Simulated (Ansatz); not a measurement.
**CH₃NO₂Si: geometry and vibrations**

The task is to find a stationary geometry of CH₃NO₂Si, then compute its harmonic vibrations to see whether it is a minimum and to get the zero-point energy and entropy.

Program: Ansatz 0.2.0, Gaussian basis. Level of theory: RKS PBE0-D4/def2-TZVP. These are calculated values, not measurements.

Levels to be run: relaxation at PBE-D4/def2-SVP; relaxation at PBE0-D4/def2-TZVP; harmonic vibrations at the same level.

1 further run of the same task is left out (set aside as unsound or not needed).

### 1 The starting structure

8 atoms, charge 0, spin multiplicity 1.

Atoms are counted from 1 here; the program's logs count them from 0.

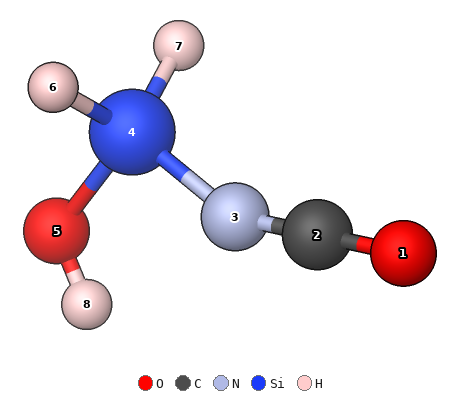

The starting geometry (oxygen red, carbon dark grey, nitrogen light blue, silicon blue, hydrogen pink); atoms are numbered from 1 in the order of the file.

As a file:

```
atom    x (Å)    y (Å)    z (Å)
  O1   1.3563  -2.8963   0.3583
  C2   0.7760  -1.8173   0.1867
  N3   0.2212  -0.7816   0.0153
 Si4   0.0409   0.9212   0.1370
  O5  -1.4219   1.1696  -0.7271
  H6  -0.2232   1.3042   1.5546
  H7   1.1157   1.6470  -0.4748
  H8  -1.7729   0.3961  -1.1059
```

The start is a force-field geometry with small random shifts, so a cheaper pass at PBE-D4/def2-SVP comes first.

### 2 Optimising with PBE-D4/def2-SVP (cheap first pass)

in.yaml

```yaml
crystal:
  periodic: [false, false, false]
  atoms:
    - {symbol: O, position_ang: [1.356300, -2.896300, 0.358300]}
    - {symbol: C, position_ang: [0.776000, -1.817300, 0.186700]}
    - {symbol: N, position_ang: [0.221200, -0.781600, 0.015300]}
    - {symbol: Si, position_ang: [0.040900, 0.921200, 0.137000]}
    - {symbol: O, position_ang: [-1.421900, 1.169600, -0.727100]}
    - {symbol: H, position_ang: [-0.223200, 1.304200, 1.554600]}
    - {symbol: H, position_ang: [1.115700, 1.647000, -0.474800]}
    - {symbol: H, position_ang: [-1.772900, 0.396100, -1.105900]}
basis:
  gaussian: {orbitals: def2-SVP}
hamiltonian: {xc: pbe, dispersion: d4}
relax: {f_tol: 0.03, max_steps: 200}
```

Command:

```
> ansatz run in.yaml --threads 2 --pin off --events-out ev --progress --plain --max-ram 4352MiB
```

The log of the run, cut to the lines that bear on the results:

```text
Functional definition: PBE
  name "PBE"
  cite "Perdew, Burke & Ernzerhof, Phys. Rev. Lett. 77, 3865 (1996) doi:10.1103/PhysRevLett.77.3865"
  parent pbe
[...]
986 factors; their error is unknown
[...]
mean field -14530.32843938 eV, -533.9797211370 hartree, gradient 3.7e-5 eV, S^2 0.000000; 0 other end points of the search recorded, 0 dependent functions left out
[...]
reference -14530.32846852 eV, -533.9797222076 hartree; 23, 23 occupied and 66, 66 virtual orbitals, 986 factors
relax step   1: F+E_penalty+E_count = -14530.47933961 eV  Δ(F+E_penalty+E_count) = +0.000e0 eV  max|allowed force component| = 6.026e0 eV/Å  Δτ_max = 0.0000 Å  (27 SCF iters, accepted)
[...]
relax step   4: F+E_penalty+E_count = -14530.85252062 eV  Δ(F+E_penalty+E_count) = -2.897e-3 eV  max|allowed force component| = 1.040e-1 eV/Å  Δτ_max = 0.0095 Å  (30 SCF iters, accepted)
[...]
relax step   7: F+E_penalty+E_count = -14530.87642688 eV  Δ(F+E_penalty+E_count) = -9.491e-3 eV  max|allowed force component| = 2.656e-1 eV/Å  Δτ_max = 0.0454 Å  (29 SCF iters, accepted)
[...]
relax step  10: F+E_penalty+E_count = -14530.90163435 eV  Δ(F+E_penalty+E_count) = -9.177e-3 eV  max|allowed force component| = 2.119e-1 eV/Å  Δτ_max = 0.1371 Å  (28 SCF iters, accepted)
[...]
relax step  13: F+E_penalty+E_count = -14530.90990560 eV  Δ(F+E_penalty+E_count) = -4.674e-4 eV  max|allowed force component| = 3.531e-2 eV/Å  Δτ_max = 0.0274 Å  (28 SCF iters, accepted)
[...]
relax step  14: F+E_penalty+E_count = -14530.91009807 eV  Δ(F+E_penalty+E_count) = -1.925e-4 eV  max|allowed force component| = 1.051e-1 eV/Å  Δτ_max = 0.0205 Å  (29 SCF iters, accepted)
[...]
relax step  15: F+E_penalty+E_count = -14530.91018285 eV  Δ(F+E_penalty+E_count) = -8.478e-5 eV  max|allowed force component| = 2.647e-2 eV/Å  Δτ_max = 0.0170 Å  (29 SCF iters, accepted)
986 factors; their error is unknown
[...]
mean field -14530.76184812 eV, -533.9956486143 hartree, gradient 1.2e-5 eV, S^2 0.000000; 1 other end points of the search recorded, 0 dependent functions left out
[...]
reference -14530.76187767 eV, -533.9956497002 hartree; 23, 23 occupied and 66, 66 virtual orbitals, 986 factors
Total energy: -14530.91021240 eV, -534.0011009010 hartree
Atom 0 at     1.232256    -3.034962     0.345612 Å, force    -0.008981     0.022407    -0.001771 eV/Å
Atom 1 at     0.885209    -1.907514     0.265992 Å, force     0.010331    -0.024449     0.001179 eV/Å
Atom 2 at     0.540736    -0.751720     0.172000 Å, force    -0.004632     0.020623     0.000547 eV/Å
Atom 3 at    -0.055667     0.876901     0.156372 Å, force     0.009458    -0.019869     0.000504 eV/Å
Atom 4 at    -1.594651     0.962687    -0.486832 Å, force    -0.004336     0.000209    -0.026467 eV/Å
Atom 5 at    -0.180359     1.359070     1.563523 Å, force    -0.002190    -0.000462     0.000623 eV/Å
Atom 6 at     0.936467     1.677812    -0.636503 Å, force     0.000805    -0.000852     0.000144 eV/Å
Atom 7 at    -1.671892     0.760627    -1.436064 Å, force    -0.000456     0.002392     0.025242 eV/Å
Dipole moment:    -0.067024     0.304368    -0.282161 e Å
```

Run time: 24 s. Hardware: 2 threads of Intel Xeon Platinum 8259CL at 2.50GHz, shared host.

The steps of the relaxation:

| step | energy from step 1 (eV) | largest force component (eV/Å) |
| --- | --- | --- |
| 1 | 0.0000 | 6.0256 |
| 2 | -0.3401 | 1.1979 |
| 3 | -0.3703 | 0.3531 |
| 4 | -0.3732 | 0.1040 |
| 5 | -0.3752 | 0.0837 |
| 6 | -0.3876 | 0.3819 |
| 7 | -0.3971 | 0.2656 |
| 8 | -0.4078 | 0.4685 |
| 9 | -0.4131 | 0.6564 |
| 10 | -0.4223 | 0.2119 |
| 11 | -0.4297 | 0.0563 |
| 12 | -0.4301 | 0.0327 |
| 13 | -0.4306 | 0.0353 |
| 14 | -0.4308 | 0.1051 |
| 15 | -0.4308 | 0.0265 |

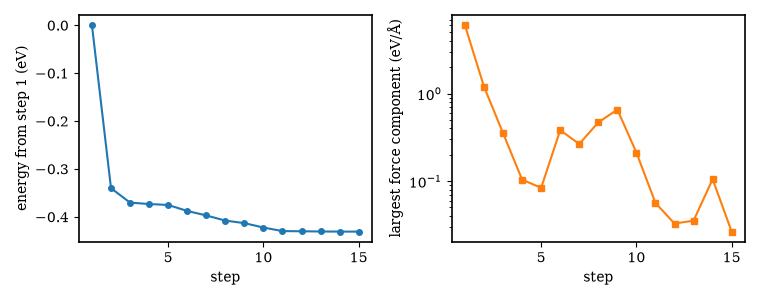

Energy and force, step by step.

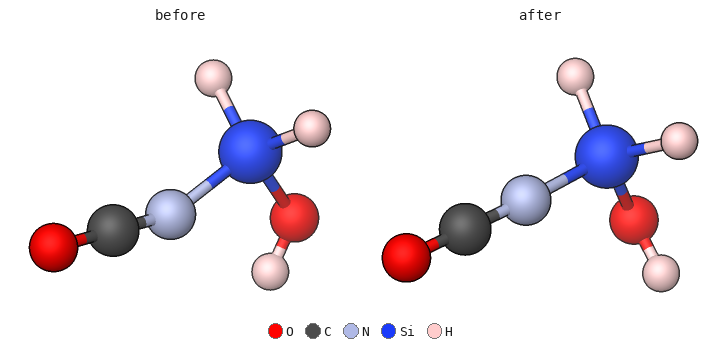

Before and after, at one scale.

Close pairs (by a distance rule), those that changed most:

```
  bond  before (Å)  after (Å)  change (Å)
Si4–H7       1.434      1.501      +0.068
 O1–C2       1.237      1.182      -0.055
Si4–O5       1.717      1.670      -0.047
 O5–H8       0.930      0.974      +0.044
 C2–N3       1.187      1.210      +0.022
N3–Si4       1.717      1.734      +0.018
Si4–H6       1.492      1.493      +0.001
```

### 3 Optimising with PBE0-D4/def2-TZVP

in.yaml

```yaml
crystal:
  periodic: [false, false, false]
  atoms:
    - {symbol: O, position_ang: [1.232256, -3.034962, 0.345612]}
    - {symbol: C, position_ang: [0.885209, -1.907514, 0.265992]}
    - {symbol: N, position_ang: [0.540736, -0.751720, 0.172000]}
    - {symbol: Si, position_ang: [-0.055667, 0.876901, 0.156372]}
    - {symbol: O, position_ang: [-1.594651, 0.962687, -0.486832]}
    - {symbol: H, position_ang: [-0.180359, 1.359070, 1.563523]}
    - {symbol: H, position_ang: [0.936467, 1.677812, -0.636503]}
    - {symbol: H, position_ang: [-1.671892, 0.760627, -1.436064]}
basis:
  gaussian: {orbitals: def2-TZVP}
hamiltonian: {xc: pbe0, dispersion: d4}
relax: {f_tol: 0.005, max_steps: 150}
```

The command is unchanged.

The log of the run, cut to the lines that bear on the results:

```text
Functional definition: PBE0
  name "PBE0"
  cite "Adamo & Barone, J. Chem. Phys. 110, 6158 (1999) doi:10.1063/1.478522"
  cite "Perdew, Burke & Ernzerhof, Phys. Rev. Lett. 77, 3865 (1996) doi:10.1103/PhysRevLett.77.3865"
  parent pbe
[...]
1037 factors; their error is unknown
[...]
mean field -14542.17224536 eV, -534.4149729788 hartree, gradient 6.7e-5 eV, S^2 0.000000; 0 other end points of the search recorded, 0 dependent functions left out
[...]
reference -14542.17227459 eV, -534.4149740528 hartree; 23, 23 occupied and 156, 156 virtual orbitals, 1037 factors
relax step   1: F+E_penalty+E_count = -14542.29713712 eV  Δ(F+E_penalty+E_count) = +0.000e0 eV  max|allowed force component| = 1.692e0 eV/Å  Δτ_max = 0.0000 Å  (27 SCF iters, accepted)
[...]
reference -14542.25026394 eV, -534.4178401087 hartree; 23, 23 occupied and 156, 156 virtual orbitals, 1037 factors
Total energy: -14542.37708646 eV, -534.4225007503 hartree
Atom 0 at     1.115858    -2.983687     0.461129 Å, force     0.000333    -0.000060     0.000052 eV/Å
Atom 1 at     0.870075    -1.863154     0.264818 Å, force    -0.000187    -0.003212    -0.000907 eV/Å
Atom 2 at     0.648129    -0.713358     0.029538 Å, force    -0.000517     0.004233     0.002571 eV/Å
Atom 3 at    -0.035002     0.851927     0.135459 Å, force     0.001540    -0.002105    -0.000761 eV/Å
Atom 4 at    -1.552394     0.889939    -0.470720 Å, force    -0.002113     0.000428     0.000287 eV/Å
Atom 5 at    -0.155193     1.233687     1.555763 Å, force     0.000512    -0.000151    -0.000774 eV/Å
Atom 6 at     0.875189     1.744341    -0.616967 Å, force    -0.000036     0.000874     0.000011 eV/Å
Atom 7 at    -1.674563     0.783206    -1.414921 Å, force     0.000468    -0.000007    -0.000478 eV/Å
Dipole moment:    -0.067504     0.335123    -0.280644 e Å
```

It took 73 s on 2 threads of Intel Xeon Platinum 8259CL at 2.50GHz, shared host; peak memory 0.39 GiB.

Step by step: (the energy doesn't fall at every step)

```csv
step,energy from step 1 (eV),largest force component (eV/Å)
1,0.0000,1.6921
2,-0.0666,0.5892
3,-0.0760,0.1676
4,-0.0769,0.0643
5,-0.0776,0.0536
6,-0.0782,0.0229
7,-0.0687,0.8338
8,-0.0791,0.0071
9,-0.0770,0.4479
10,-0.0792,0.0110
11,-0.0795,0.0973
12,-0.0792,0.1423
13,-0.0798,0.0124
14,-0.0798,0.0028
15,-0.0799,0.0468
16,-0.0799,0.0073
17,-0.0799,0.0057
18,-0.0799,0.0069
19,-0.0799,0.0042
```

The force was under the threshold of 0.005 eV/Å already at step 14, but the program went on to step 19.

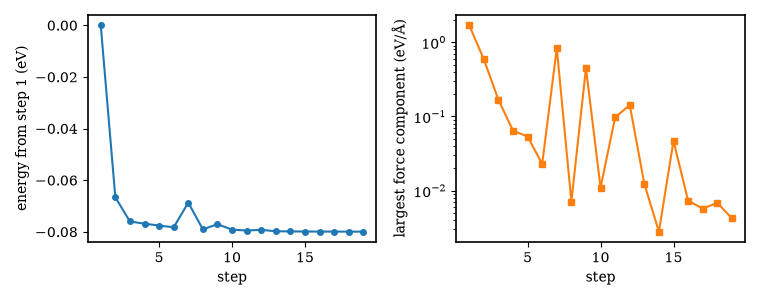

Energy and largest force along the relaxation.

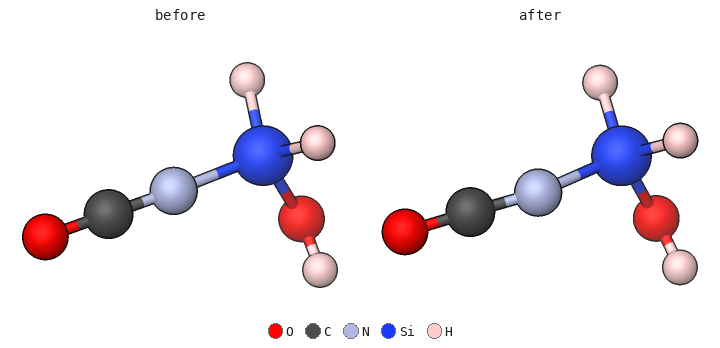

Before and after, at one scale.

Distances of close pairs at the start and the end, largest changes first:

```
  bond  before (Å)  after (Å)  change (Å)
Si4–O5       1.670      1.634      -0.036
N3–Si4       1.734      1.711      -0.023
Si4–H7       1.501      1.480      -0.021
 O1–C2       1.182      1.164      -0.018
Si4–H6       1.493      1.476      -0.017
 O5–H8       0.974      0.958      -0.016
 C2–N3       1.210      1.194      -0.015
```

Mulliken charges of the relaxed molecule (report file):

```csv
atom,value (e)
O1,-0.22
C2,0.28
N3,-0.25
Si4,0.44
O5,-0.51
H6,-0.02
H7,-0.04
H8,0.33
```

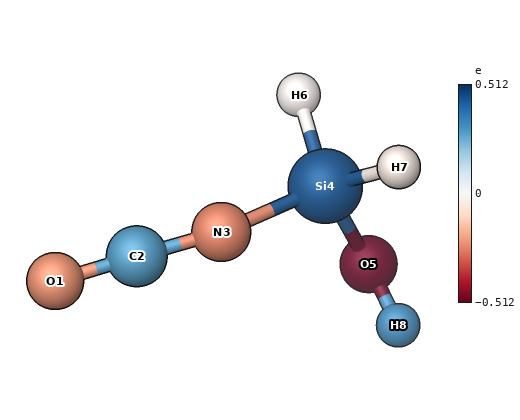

Mulliken charges of the relaxed molecule (report file), as colours on the atoms.

### 4 Vibrations by finite differences

in.yaml

```yaml
crystal:
  periodic: [false, false, false]
  atoms:
    - {symbol: O, position_ang: [1.115858, -2.983687, 0.461129]}
    - {symbol: C, position_ang: [0.870075, -1.863154, 0.264818]}
    - {symbol: N, position_ang: [0.648129, -0.713358, 0.029538]}
    - {symbol: Si, position_ang: [-0.035002, 0.851927, 0.135459]}
    - {symbol: O, position_ang: [-1.552394, 0.889939, -0.470720]}
    - {symbol: H, position_ang: [-0.155193, 1.233687, 1.555763]}
    - {symbol: H, position_ang: [0.875189, 1.744341, -0.616967]}
    - {symbol: H, position_ang: [-1.674563, 0.783206, -1.414921]}
basis:
  gaussian: {orbitals: def2-TZVP}
hamiltonian: {xc: pbe0, dispersion: d4}
phonons: {temperatures: {t_min: 298.15, t_max: 900, t_step: 200}}
```

Same command.

The log of the run, cut to the lines that bear on the results:

```text
Functional definition: PBE0
  name "PBE0"
  cite "Adamo & Barone, J. Chem. Phys. 110, 6158 (1999) doi:10.1063/1.478522"
  cite "Perdew, Burke & Ernzerhof, Phys. Rev. Lett. 77, 3865 (1996) doi:10.1103/PhysRevLett.77.3865"
  parent pbe
[...]
1037 factors; their error is unknown
[...]
mean field -14542.25023968 eV, -534.4178392169 hartree, gradient 6.7e-5 eV, S^2 0.000000; 0 other end points of the search recorded, 0 dependent functions left out
[...]
reference -14542.25026844 eV, -534.4178402741 hartree; 23, 23 occupied and 156, 156 virtual orbitals, 1037 factors
[...]
1037 factors; their error is unknown
mean field -14542.25022284 eV, -534.4178385980 hartree, gradient 1.0e-6 eV, S^2 0.000000; 0 other end points of the search recorded, 0 dependent functions left out
[...]
reference -14542.25025160 eV, -534.4178396551 hartree; 23, 23 occupied and 156, 156 virtual orbitals, 1037 factors
[...]
Atom 0 at     1.115858    -2.983687     0.461129 Å, force     0.000347    -0.000048     0.000059 eV/Å
Atom 1 at     0.870075    -1.863154     0.264818 Å, force    -0.000198    -0.003299    -0.000897 eV/Å
Atom 2 at     0.648129    -0.713358     0.029538 Å, force    -0.000542     0.004333     0.002533 eV/Å
Atom 3 at    -0.035002     0.851927     0.135459 Å, force     0.001519    -0.002127    -0.000727 eV/Å
Atom 4 at    -1.552394     0.889939    -0.470720 Å, force    -0.002034     0.000401     0.000251 eV/Å
Atom 5 at    -0.155193     1.233687     1.555763 Å, force     0.000503    -0.000138    -0.000771 eV/Å
Atom 6 at     0.875189     1.744341    -0.616967 Å, force    -0.000029     0.000873     0.000004 eV/Å
Atom 7 at    -1.674563     0.783206    -1.414921 Å, force     0.000433     0.000005    -0.000453 eV/Å
Dipole moment:    -0.067505     0.335126    -0.280645 e Å
Vibrations: 29.63 57.61 221.59 319.55 598.92 636.23 641.55 654.43 760.83 844.60 909.76 939.67 972.67 1517.68 2252.51 2279.37 2419.54 3926.34 cm⁻¹, zero-point energy 1.238755 eV
```

Wall time 2.4 min (2 threads of Intel Xeon Platinum 8259CL at 2.50GHz, shared host); peak memory 0.44 GiB.

Motions are named by where the mode's potential energy lies. The modes, unscaled (a negative number is an imaginary wavenumber):

| mode | cm⁻¹ | motion |
| --- | --- | --- |
| 1 | 30 | torsion |
| 2 | 58 | bend |
| 3 | 222 | torsion |
| 4 | 320 | bend |
| 5 | 599 | Si–N stretch with bend |
| 6 | 636 | bend with torsion |
| 7 | 642 | bend |
| 8 | 654 | bend |
| 9 | 761 | bend |
| 10 | 845 | bend with Si–O stretch |
| 11 | 910 | bend with Si–O stretch |
| 12 | 940 | bend with Si–O stretch |
| 13 | 973 | bend with torsion |
| 14 | 1518 | C–O and C–N stretch |
| 15 | 2253 | Si–H stretch |
| 16 | 2279 | Si–H stretch |
| 17 | 2420 | C–N and C–O stretch |
| 18 | 3926 | O–H stretch |

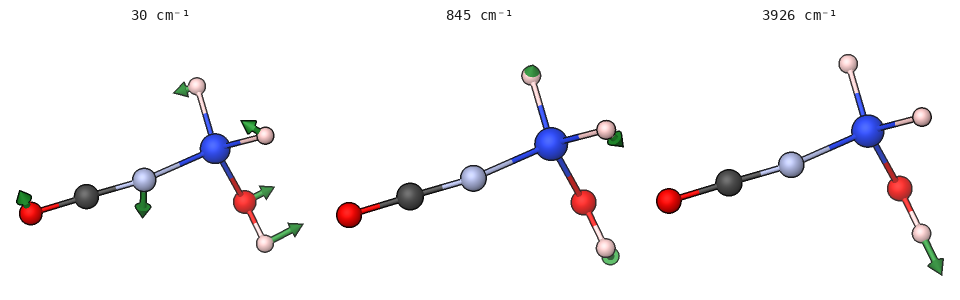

How the atoms move in 3 of the modes.

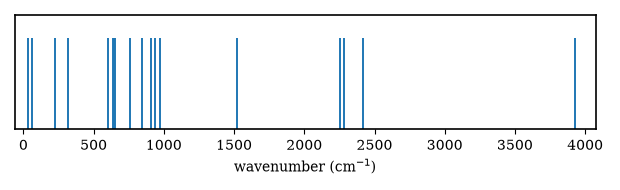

The harmonic wavenumbers as sticks (no intensities were computed).

From these modes and the moments of inertia (298.15 K, 1 bar, symmetry number 1):

| term | value |
| --- | --- |
| zero-point energy | 28.6 kcal/mol |
| H(298) − E | 33.1 kcal/mol |
| entropy, translation | 164.9 J/(mol K) |
| entropy, rotation | 110.0 J/(mol K) |
| entropy, vibration | 67.1 J/(mol K) |
| entropy, total | 341.9 J/(mol K) |

### 5 Results

```
                  quantity            value
               point group               C1
                     steps          15 + 19
shift from the start (rms)          0.317 Å
              total energy   -14542.3771 eV
           dispersion term         -127 meV
             dipole moment           2.12 D
lowest, highest wavenumber    30, 3926 cm⁻¹
         zero-point energy    28.6 kcal/mol
       entropy at 298.15 K  341.9 J/(mol K)
```

What this shows: The atoms moved 0.32 Å (rms) from the start; the bond that changed most is Si4–O5, from 1.717 to 1.634 Å. All wavenumbers are real, so the end point is a minimum. The stiffest mode, 3926 cm⁻¹, is an O–H stretch, and 2 modes under 200 cm⁻¹ make the vibrational entropy uncertain. Harmonic hybrid wavenumbers usually lie a few per cent above measured fundamentals. The largest Mulliken charge, -0.51 e, sits on O5.
